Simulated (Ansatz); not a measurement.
**Geometry relaxation of GaPNH6Cl (part 2 of 2)**

The same run, continued: GaPNH6Cl; RHF/def2-SVP (Ansatz 0.2.0). The input holds or restrains some coordinates. It belongs to a series of runs on one base structure; here: pulled along the bonds that form and break, towards end A.

Geometry of the input (Å):
```
Ga 0.0000  0.0000  0.0000
Cl 0.0000  0.0000  2.5900
N  1.6714  0.0000  -0.9650
H  2.1380  -0.9179  -1.2168
H  2.1227  0.9179  -1.2432
H  -1.3596  0.0000  -0.7850
P  0.1161  2.4551  0.8167
H  0.6765  2.4949  2.1208
H  0.9275  3.2117  -0.0697
H  0.0692  1.4638  2.0875
```

**Trajectory as extended XYZ (Å, eV, eV/Å), 11 of the 14 frames kept, from step=1 to step=14**
```
10
Properties=species:S:1:pos:R:3:forces:R:3 step=1 energy=-75668.52112
Ga    0.0000    0.0000    0.0000    2.0068   2.7761  -1.2523
Cl    0.0000    0.0000    2.5900   -0.3346   0.2205  -0.2944
N     1.6714    0.0000   -0.9650   -0.1384  -1.2740   0.2518
H     2.1380   -0.9179   -1.2168   -0.5771   2.6408   0.1764
H     2.1227    0.9179   -1.2432   -0.7044  -2.5283   0.7579
H    -1.3596    0.0000   -0.7850   -0.0814  -0.8409   0.6393
P     0.1161    2.4551    0.8167   -2.3280   1.8672  -3.2429
H     0.6765    2.4949    2.1208    0.8802   0.4304   0.0609
H     0.9275    3.2117   -0.0697    0.6261  -0.2868   0.9160
H     0.0692    1.4638    2.0875    0.6509  -3.0050   1.9875
10
Properties=species:S:1:pos:R:3:forces:R:3 step=2 energy=-75668.25587
Ga    0.0113   -0.1541    0.0230    1.2160   2.4173  -0.3187
Cl   -0.0128   -0.1784    2.5431   -0.1064  -0.6858  -1.0790
N     1.6648   -0.0147   -0.9586   -0.5746  -0.6549   0.5797
H     2.1378   -0.8979   -1.2188   -0.1782   1.7519   0.1062
H     2.1132    0.8933   -1.2332   -0.7122  -2.1312   0.6426
H    -1.3580   -0.0129   -0.7749    0.2379  -0.7359   0.7135
P     0.0831    2.6406    0.8662   -4.1711   1.6699  -1.7162
H     0.6935    2.5062    2.1299    1.0669   0.8415   1.2712
H     0.9443    3.2188   -0.0659    1.7265  -0.8060   0.5567
H     0.0846    1.6245    2.0245    1.4952  -1.6667  -0.7561
10
Properties=species:S:1:pos:R:3:forces:R:3 step=4 energy=-75669.94955
Ga    0.0332   -0.3237    0.0960    0.3973   1.8108  -0.7562
Cl   -0.0244   -0.5200    2.3776    0.1792  -0.5051  -1.2065
N     1.6350   -0.0372   -0.9245   -0.8212  -0.6042   0.8527
H     2.1393   -0.8628   -1.2137    0.1738   0.5684   0.0138
H     2.0820    0.8367   -1.2106   -0.5479  -0.9482   0.4261
H    -1.3319   -0.0460   -0.7361    0.5319  -0.6867   0.7816
P    -0.0590    2.9724    0.9411   -0.9010   1.7704  -0.1500
H     0.7300    2.5861    2.1706    0.7473   1.8422   0.2585
H     1.0022    3.1394   -0.0336    0.0847  -1.1662   1.0736
H     0.1553    1.8806    1.8686    0.1559  -2.0813  -1.2935
10
Properties=species:S:1:pos:R:3:forces:R:3 step=5 energy=-75671.18338
Ga    0.0217   -0.2142    0.0440    0.3259   0.2663  -0.1470
Cl    0.0099   -0.6269    2.2462    0.1291  -0.2121  -0.6695
N     1.6314   -0.0650   -0.8865   -0.6159  -0.1557   0.4957
H     2.1544   -0.8673   -1.1817    0.0857   0.0935   0.0869
H     2.0638    0.7915   -1.1814   -0.1197  -0.1614   0.0521
H    -1.3716   -0.1426   -0.6779    0.1376  -0.1018   0.2645
P    -0.1186    3.1397    1.0124    1.5642  -1.1078   0.7536
H     0.7395    2.7387    2.1821    0.1722   1.8838  -0.1958
H     1.0059    3.0073    0.0909   -0.6158   0.1035   0.7101
H     0.2254    1.8643    1.6873   -1.0633  -0.6082  -1.3504
10
Properties=species:S:1:pos:R:3:forces:R:3 step=6 energy=-75672.02907
Ga    0.0195   -0.2012    0.0293    0.2165  -0.1994   0.2504
Cl    0.0283   -0.7018    2.2057    0.0775  -0.2029  -0.5797
N     1.6225   -0.0723   -0.8676   -0.2829  -0.0275   0.2100
H     2.1576   -0.8671   -1.1597    0.0527   0.0356   0.1210
H     2.0432    0.7829   -1.1741   -0.0434  -0.0489  -0.0248
H    -1.3783   -0.1577   -0.6564   -0.0277   0.0625   0.1215
P    -0.0895    3.1349    1.0460    1.9354  -1.6433   1.6975
H     0.8016    2.9201    2.2178   -0.2915   1.8826  -0.6223
H     1.0155    3.0050    0.1339   -0.3761   0.1982   0.2697
H     0.1414    1.7828    1.5604   -1.2605  -0.0570  -1.4433
10
Properties=species:S:1:pos:R:3:forces:R:3 step=7 energy=-75672.72494
Ga    0.0229   -0.2157    0.0234    0.0366  -0.3666   0.3804
Cl    0.0364   -0.7597    2.1835    0.0542  -0.2267  -0.5337
N     1.6161   -0.0772   -0.8602    0.0016   0.0102   0.0102
H     2.1634   -0.8665   -1.1448    0.0498   0.0292   0.1417
H     2.0305    0.7791   -1.1734   -0.0610  -0.0511  -0.0323
H    -1.3805   -0.1507   -0.6423   -0.0615   0.1032   0.0800
P    -0.0349    3.0989    1.0985    1.0836  -0.9188   1.4482
H     0.8552    3.1038    2.2556   -0.4016   0.9304  -0.7622
H     1.0127    3.0093    0.1469   -0.0170   0.1019   0.0594
H     0.0400    1.7042    1.4482   -0.6846   0.3883  -0.7917
10
Properties=species:S:1:pos:R:3:forces:R:3 step=9 energy=-75673.11640
Ga    0.0207   -0.2312   -0.0420    0.0217  -0.2661   0.4937
Cl    0.0662   -0.8621    2.0871    0.0594  -0.3248  -0.5096
N     1.6119   -0.0999   -0.9048    0.2841  -0.4625   0.0227
H     2.3330   -0.8083   -0.8311   -0.2688   0.6336   0.0776
H     1.9049    0.6978   -1.4391   -0.0435  -0.2798  -0.0910
H    -1.4036    0.0223   -0.5979   -0.0105   0.0977  -0.0798
P    -0.0017    3.0430    1.1824    0.1562  -0.0693   0.4442
H     0.9143    3.2881    2.2506   -0.2467  -0.0767  -0.2917
H     0.9945    2.9377    0.1908    0.0609   0.0163  -0.0832
H    -0.0783    1.6381    1.4391   -0.0127   0.7317   0.0171
10
Properties=species:S:1:pos:R:3:forces:R:3 step=10 energy=-75673.20789
Ga    0.0031   -0.2144   -0.0786    0.1466  -0.3491   0.6625
Cl    0.1218   -0.8879    2.0276   -0.0871  -0.3351  -0.4196
N     1.6272   -0.0942   -0.8568    0.3177   0.2425  -0.6800
H     2.3772   -0.7531   -0.6890   -0.2684   0.6046  -0.0464
H     1.8320    0.5857   -1.5879   -0.0154  -0.8460   0.4718
H    -1.4026    0.1027   -0.6355   -0.0441   0.0863  -0.0960
P    -0.0075    3.0335    1.2092    0.0860   0.0226   0.2893
H     0.9225    3.3035    2.2486   -0.1382  -0.0394  -0.1652
H     0.9695    2.9097    0.1970    0.0117  -0.0037  -0.0193
H    -0.0814    1.6400    1.5006   -0.0086   0.6173   0.0028
10
Properties=species:S:1:pos:R:3:forces:R:3 step=11 energy=-75673.30564
Ga    0.0248   -0.1884   -0.0853    0.0077  -0.4186   0.5506
Cl    0.0859   -0.8891    2.0177    0.0242  -0.2480  -0.5003
N     1.6278   -0.1173   -0.9075    0.2501   0.0010  -0.2721
H     2.4271   -0.6562   -0.6058   -0.2542   0.4438  -0.1459
H     1.8086    0.4450   -1.7281    0.0226  -0.4714   0.3402
H    -1.3762    0.1363   -0.6574   -0.0014   0.1063  -0.0743
P    -0.0169    3.0370    1.2526    0.0102   0.0593   0.1793
H     0.9369    3.3221    2.2573   -0.0400  -0.0020  -0.0581
H     0.9330    2.8825    0.2190    0.0178   0.0143  -0.0293
H    -0.0894    1.6537    1.5728   -0.0368   0.5151   0.0100
10
Properties=species:S:1:pos:R:3:forces:R:3 step=13 energy=-75673.39157
Ga    0.0643   -0.1329   -0.1315    0.0091  -0.4564   0.5172
Cl    0.0910   -0.8906    1.9542    0.0298  -0.1194  -0.5447
N     1.6525   -0.2069   -0.9737    0.0869   0.0410  -0.1067
H     2.5031   -0.4993   -0.5297   -0.0745   0.0112  -0.0872
H     1.8020    0.0954   -1.9192    0.0292  -0.0570   0.1572
H    -1.2877    0.3438   -0.7143   -0.0259   0.0215  -0.0379
P    -0.0820    3.0270    1.3568    0.0037   0.1354   0.1541
H     0.9516    3.4112    2.2394   -0.0023   0.0126  -0.0267
H     0.7770    2.7986    0.2546   -0.0167  -0.0051   0.0157
H    -0.1100    1.6791    1.7987   -0.0392   0.4163  -0.0410
10
Properties=species:S:1:pos:R:3:forces:R:3 step=14 energy=-75673.39338
Ga    0.0759   -0.1206   -0.1404    0.0383  -0.4527   0.4914
Cl    0.1181   -0.8589    1.9517    0.0224  -0.1303  -0.5507
N     1.6572   -0.2219   -0.9941    0.0442   0.0385  -0.0697
H     2.5044   -0.5260   -0.5545   -0.0228  -0.0094  -0.0339
H     1.8118    0.0732   -1.9396    0.0023  -0.0308   0.0863
H    -1.2747    0.3634   -0.7212   -0.0238   0.0216  -0.0232
P    -0.0939    3.0330    1.3617   -0.0247   0.1860   0.1617
H     0.9361    3.4309    2.2413    0.0037   0.0165  -0.0024
H     0.7778    2.7490    0.2851    0.0062  -0.0044  -0.0410
H    -0.1509    1.7033    1.8452   -0.0460   0.3650  -0.0185
```

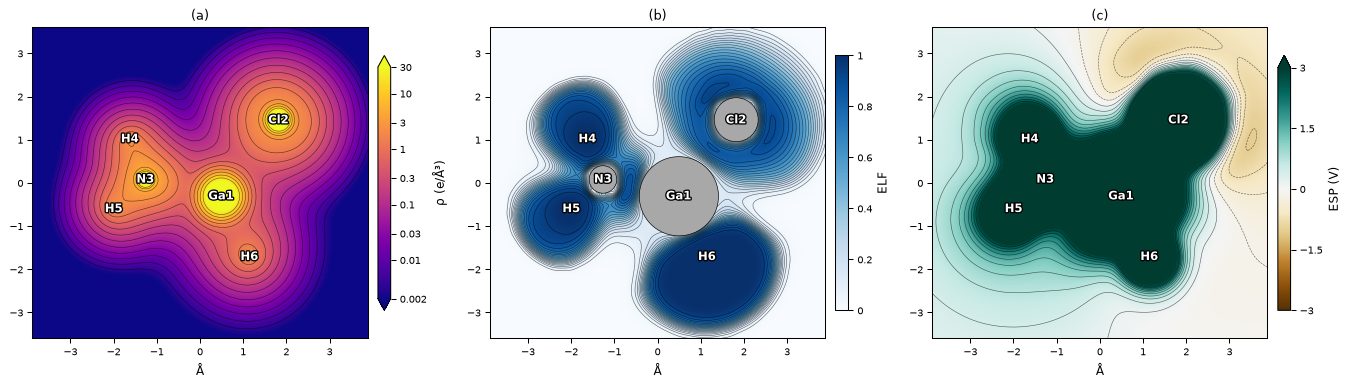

(a) electron density; (b) ELF; (c) molecular electrostatic potential on the plane of atoms Ga1, N3 and H4. Grey discs, where drawn, cover atomic cores. Ga–N (1.80 Å): ρ at the midpoint is about 0.95 e/Å³; the ELF peaks at about 0.85 in the valence shell of N, 0.6 Å from its nucleus, and is about 0.35 at the midpoint. Ga–Cl (2.22 Å): ρ is about 0.6 e/Å³ halfway; the ELF peaks at about 0.85 in the valence shell of Cl, 0.9 Å from its nucleus, and is about 0.60 at the midpoint. Ga–H (1.55 Å): ρ is about 1 e/Å³ halfway, with its minimum of 0.8 e/Å³ about 0.9 Å from Ga; the ELF climbs to about 1 towards the hydrogen.

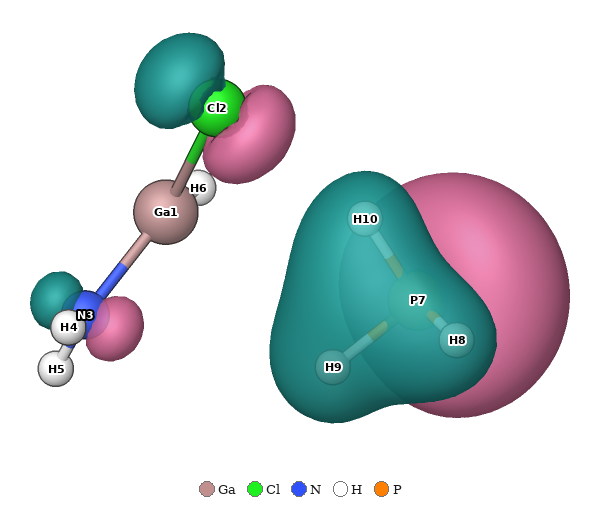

The HOMO at ±0.08 Å⁻³ᐟ² (teal and pink are the two phases), seen at a tilt. Its energy is −10.48 eV.
